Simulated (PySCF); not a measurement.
Vertical excitations of a molecule FH₆NOSi₂ from TDDFT-B3LYP/def2-SVPD in PySCF, as energy in eV (oscillator strength): 6.50 (0.014), 7.11 (0.012), 7.45 (0.021), 7.61 (0.003), 7.86 (0.016), 7.91 (0.026), 8.16 (0.003), 8.30 (0.038), 8.34 (0.033), 8.47 (0.085). Lowest triplet (TDA): 6.21 eV. Coordinates come from a PBE0-D3(BJ)/def2-SVP optimisation. The values are those of a single conformer.

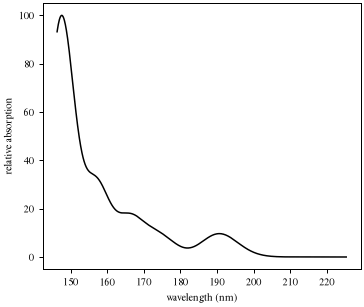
Figure. The lines broadened by 0.4 eV.

Task: Which structure fits?
(A) O[Si@H](F)N[SiH3]
(B) N[Si@@](O)(F)[SiH3]
(C) N[Si@@H](O)[SiH2]F
(D) N[SiH2]O[SiH2]F

Result: A, O[Si@H](F)N[SiH3]
